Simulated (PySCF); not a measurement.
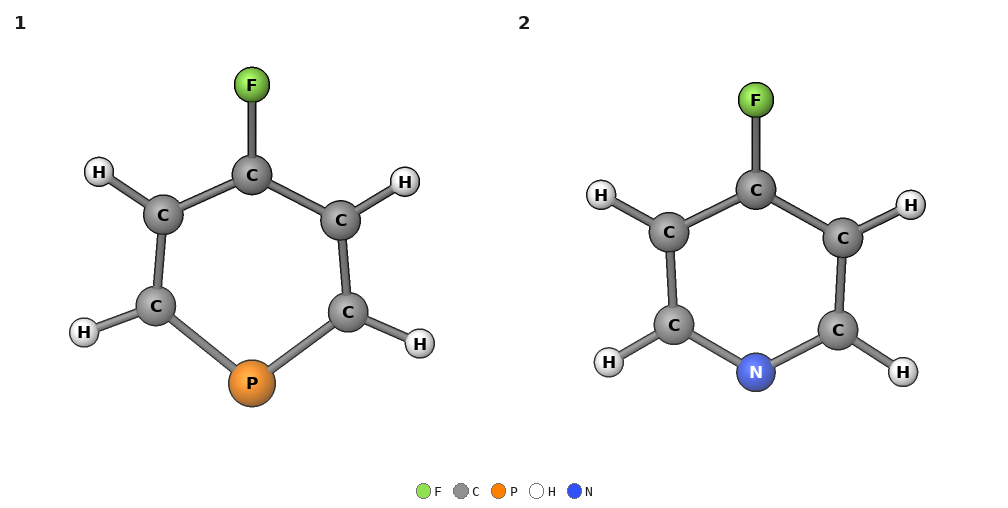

2 molecules with one skeleton, seen from the same side and at one scale. Charge 0, singlet. Computed geometries: GFN2-xTB optimisations, one conformation each. Properties computed with PySCF 2.14.0.

One atom differs, called X below: P in panel 1, N in panel 2. Their formulas are C5H4FP (`Fc1ccpcc1`), C5H4FN (`Fc1ccncc1`).

In which is the HOMO–LUMO gap larger (PBE0/pcSseg-1)?

Answer. In panel 2 (X = N).

In which is the dipole moment larger (PBE0/pcSseg-1)?

Answer. In panel 2 (X = N).

Give the values. With GFN2-xTB: mean length of X–C (Å), angle C–X–C (°). With PBE0/pcSseg-1: dipole moment (D), HOMO energy (Kohn–Sham orbital) (eV), HOMO–LUMO gap (eV), Hirshfeld charge of X (e), mean GIAO shielding of the 2 C atoms bonded to X (ppm).

```json
{"quantity": "mean length of X–C (Å)", "1 (P)": "1.736", "2 (N)": "1.321", "2 − 1": "−0.415"}
{"quantity": "angle C–X–C (°)", "1 (P)": "100.1", "2 (N)": "118.5", "2 − 1": "+18.4"}
{"quantity": "dipole moment (D)", "1 (P)": "0.18", "2 (N)": "0.69", "2 − 1": "+0.51"}
{"quantity": "HOMO energy (Kohn–Sham orbital) (eV)", "1 (P)": "−7.18", "2 (N)": "−7.70", "2 − 1": "−0.52"}
{"quantity": "HOMO–LUMO gap (eV)", "1 (P)": "5.62", "2 (N)": "6.86", "2 − 1": "+1.24"}
{"quantity": "Hirshfeld charge of X (e)", "1 (P)": "0.08", "2 (N)": "−0.17", "2 − 1": "−0.25"}
{"quantity": "mean GIAO shielding of the 2 C atoms bonded to X (ppm)", "1 (P)": "18.8", "2 (N)": "28.9", "2 − 1": "+10.1"}
```

The geometry is semi-empirical. Around P such bond lengths and angles can be off by a tenth of an ångström or more and by several degrees, and values that hang on the shape move with them.
